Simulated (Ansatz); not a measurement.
# BH3Br− (SMILES [H][B-]([H])([H])Br): levels of theory compared

Aim: a comparison of 6 runs (BHLYP/STO-3G, CAM-B3LYP/STO-3G, PBE0/STO-3G, r2SCAN/STO-3G, CCSDTQ/STO-3G, FCI/STO-3G) of BH3Br−. 

The results are computed with Ansatz 0.2.0.

3 further runs of the same task are left out: 3 that didn't finish.

**1. The system as given**

BH3Br− has 5 atoms, charge -1, and is taken as a singlet. SMILES: `[H][B-]([H])([H])Br`. The H5–B1 distance was set to 3.028 Å, away from the relaxed value. At this shape a bond of the SMILES string is far longer than usual.

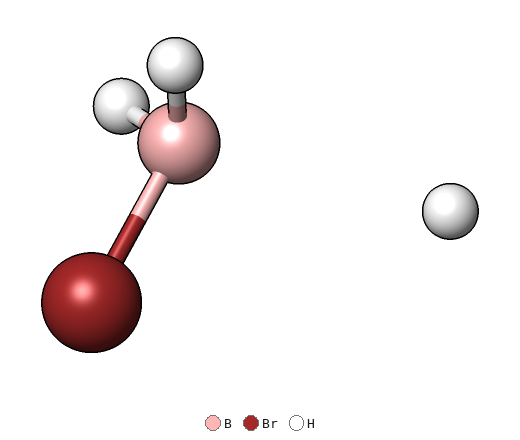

The structure, seen from a chosen angle (boron pink, bromine red, hydrogen white).

**2. A single-point energy at BHLYP/STO-3G (run 1)**

Input file job.yaml:

```yaml
crystal:
  periodic: [false, false, false]
  atoms:
    - {symbol: B, position_ang: [0.858588, 1.498586, 0.379755]}
    - {symbol: Br, position_ang: [0.876198, 1.477026, 2.407685]}
    - {symbol: H, position_ang: [2.010538, 1.507386, 0.005035]}
    - {symbol: H, position_ang: [0.275288, 2.500676, 0.028425]}
    - {symbol: H, position_ang: [-0.576460, -0.996180, -0.561610]}
basis:
  gaussian:
    orbitals: STO-3G
accuracy: high
hamiltonian:
  xc: {name: BHLYP}
total_charge: -1
```

Run with:

```bash
ansatz run job.yaml --threads 1 --pin off --max-ram 2610MiB --events-out events.jsonl --progress --plain --runs-dir runs
```

Log:

```text
Warning: RAYON_NUM_THREADS=1 ignored (pool sized by the plan → 1); use --threads N
Functional definition: BHLYP
  name "BHLYP"
  parameter a = 0.5
  exchange = (1 - a)*b88_x + a*exact_x
  correlation = lyp_c
361 factors; integrals over basis functions are off by at most 1.6e-8 eV
mean field evaluation 1: about -69987.4163 eV, gradient 1.8e1 eV
mean field evaluation 2: about -69970.0647 eV, gradient 3.9e1 eV
mean field evaluation 4: about -69991.2778 eV, gradient 6.0e0 eV
mean field evaluation 8: about -69991.5232 eV, gradient 2.2e-1 eV
mean field evaluation 16: about -69991.5146 eV, gradient 1.4e-6 eV
mean field -69991.51456548 eV, -2572.1407183288 hartree, gradient 1.4e-8 eV, S^2 0.000000; 0 other end points of the search recorded, 0 dependent functions left out
reference -69991.51458567 eV, -2572.1407190707 hartree; 22, 22 occupied and 4, 4 virtual orbitals, 361 factors
Total energy: -69991.51458567 eV, -2572.1407190707 hartree
```

Wall time 1 s (1 thread of Arm Neoverse V2, shared host); peak memory 0.093 GiB.

**3. The energy at CAM-B3LYP/STO-3G (run 2)**

Input file molecule.yaml:

```yaml
crystal:
  periodic: [false, false, false]
  atoms:
    - {symbol: B, position_ang: [0.858588, 1.498586, 0.379755]}
    - {symbol: Br, position_ang: [0.876198, 1.477026, 2.407685]}
    - {symbol: H, position_ang: [2.010538, 1.507386, 0.005035]}
    - {symbol: H, position_ang: [0.275288, 2.500676, 0.028425]}
    - {symbol: H, position_ang: [-0.576460, -0.996180, -0.561610]}
basis:
  gaussian:
    orbitals: STO-3G
total_charge: -1
hamiltonian:
  xc: {name: CAM-B3LYP}
accuracy: high
```

Run with:

```bash
ansatz run molecule.yaml --threads 1 --pin off --max-ram 2610MiB --events-out events.jsonl --progress --plain --runs-dir runs
```

Log:

```text
Warning: RAYON_NUM_THREADS=1 ignored (pool sized by the plan → 1); use --threads N
Functional definition: CAM-B3LYP
  name "CAM-B3LYP"
  parameter alpha = 0.19
  parameter beta = 0.46
  parameter omega = 0.33/bohr
  parameter ac = 0.81
  exchange = (1 - alpha - beta)*b88_x + beta*b88_x_sr(omega) + alpha*exact_x + beta*exact_x_lr(omega)
  correlation = (1 - ac)*vwn5_c + ac*lyp_c
361 factors; integrals over basis functions are off by at most 1.6e-8 eV
147 factors; integrals over basis functions are off by at most 1.4e-9 eV
mean field evaluation 1: about -69985.8254 eV, gradient 1.9e1 eV
mean field evaluation 2: about -69968.4912 eV, gradient 4.0e1 eV
mean field evaluation 4: about -69990.3040 eV, gradient 5.0e0 eV
mean field evaluation 8: about -69990.4540 eV, gradient 1.0e-1 eV
mean field evaluation 16: about -69990.4186 eV, gradient 3.2e-6 eV
mean field -69990.41864570 eV, -2572.1004440197 hartree, gradient 1.3e-8 eV, S^2 0.000000; 0 other end points of the search recorded, 0 dependent functions left out
reference -69990.41865996 eV, -2572.1004445437 hartree; 22, 22 occupied and 4, 4 virtual orbitals, 361 factors
Total energy: -69990.41865996 eV, -2572.1004445437 hartree
```

Run time: 1.2 s. Hardware: 1 thread of Arm Neoverse V2, shared host; peak memory 0.096 GiB.

Runs 3 to 5 aren't shown in full; the table further down has their settings and results.

**4. A single-point energy at FCI/STO-3G (run 6)**

Input file run.yaml:

```yaml
crystal:
  periodic: [false, false, false]
  atoms:
    - {symbol: B, position_ang: [0.858588, 1.498586, 0.379755]}
    - {symbol: Br, position_ang: [0.876198, 1.477026, 2.407685]}
    - {symbol: H, position_ang: [2.010538, 1.507386, 0.005035]}
    - {symbol: H, position_ang: [0.275288, 2.500676, 0.028425]}
    - {symbol: H, position_ang: [-0.576460, -0.996180, -0.561610]}
basis:
  gaussian: {orbitals: STO-3G}
total_charge: -1
correlation: {method: fci, frozen_orbitals: {B: 1, Br: 9, H: 0}}
accuracy: high
```

Run with:

```bash
ansatz run run.yaml --threads 1 --pin off --max-ram 2610MiB --events-out events.jsonl --progress --plain --runs-dir runs
```

Log, cut to the lines that bear on the results:

```text
Warning: RAYON_NUM_THREADS=1 ignored (pool sized by the plan → 1); use --threads N
Functional definition: HF
  name "HF"
[...]
361 factors; integrals over basis functions are off by at most 1.6e-8 eV
[...]
mean field -69944.49975255 eV, -2570.4129558214 hartree, gradient 2.6e-8 eV, S^2 0.000000; 0 other end points of the search recorded, 0 dependent functions left out; unrestricted orbitals would lower it
[...]
unrestricted determinant -69947.60132288 eV, -2570.5269364290 hartree, S^2 0.9772
10 core orbitals not correlated: weight in the atoms' cores, before any rotation towards them, 1.000 or more for the frozen orbitals, at most 0.000 for the correlated occupied ones
reference -69944.49975255 eV, -2570.4129558214 hartree; 12, 12 occupied and 4, 4 virtual orbitals, 361 factors
state -69949.04750711 eV, -2570.5800827190 hartree
Total energy: -69949.04750711 eV, -2570.5800827190 hartree
```

It took 8.7 s on 1 thread of Arm Neoverse V2, shared host; peak memory 0.31 GiB.

**5. All runs side by side**

```tsv
run	level	frozen core orbitals	energy (Eh)	wall time
1	BHLYP/STO-3G	–	-2572.140719	1 s
2	CAM-B3LYP/STO-3G	–	-2572.100445	1.2 s
3	PBE0/STO-3G	–	-2571.805522	0.98 s
4	r2SCAN/STO-3G	–	-2572.147977	2.6 s
5	CCSDTQ/STO-3G	10	-2570.580082	19 s
6	FCI/STO-3G	10	-2570.580083	8.7 s
```

**6. Results**

| quantity | value |
| --- | --- |
| run 6: total energy | -2570.58008 Eh |
| run 6: correlation energy (10 core orbitals frozen) | -167.1 mEh |

**Reading.** Against full CI in this basis: CCSDTQ +0.0 mEh. Totals of different functionals can't be ranked against each other. In run 5 the log says that unrestricted orbitals would lower the reference, so the values rest on an unstable closed-shell determinant (other closed-shell runs at this shape may share the fault). In runs 1, 2, 3, 4, 5, 6 the basis is minimal, so the values are rough. All runs together took 34 s, the longest 19 s.
